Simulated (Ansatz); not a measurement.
Crystal: SrLi2Sb2, the geometry relaxed with DFT, PAW plane waves, pbe (Ansatz); the starting structure was generated, so it need not be a known form of this composition.

```
CELL_PARAMETERS angstrom
4.35647 0.00000 0.00000
-2.17824 3.77282 0.00000
0.00000 0.00000 8.58307
ATOMIC_POSITIONS crystal
Sr 0.00000 0.00000 0.00000
Li 0.66667 0.33333 0.59138
Li 0.33333 0.66667 0.40862
Sb 0.66667 0.33333 0.26355
Sb 0.33333 0.66667 0.73645
```

**What does its first Brillouin zone look like, and which path through it is standard?**

It has a primitive hexagonal lattice (hP; extended symbol hP2). The zone is a hexagonal prism in its combinatorial type: 8 faces (6 with 4 edges, 2 with 6 edges), 18 edges, 12 vertices. Path: Γ–M–K–Γ–A–L–H–A | L–M | H–K.

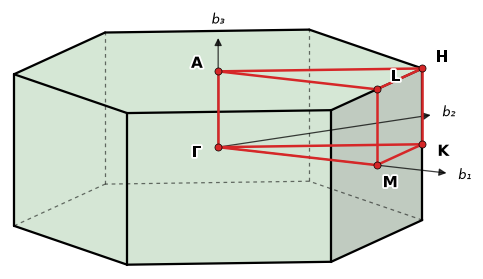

Labels and path follow the convention of Hinuma et al. (2017), as computed by seekpath; the arrows show the directions of the reciprocal primitive vectors b₁, b₂, b₃, in which coordinates are given; lengths include the factor 2π.

| point | k₁ | k₂ | k₃ | length of k (1/Å) |
| --- | --- | --- | --- | --- |
| Γ | 0 | 0 | 0 | 0.000 |
| A | 0 | 0 | 1/2 | 0.366 |
| K | 1/3 | 1/3 | 0 | 0.962 |
| H | 1/3 | 1/3 | 1/2 | 1.029 |
| M | 1/2 | 0 | 0 | 0.833 |
| L | 1/2 | 0 | 1/2 | 0.910 |
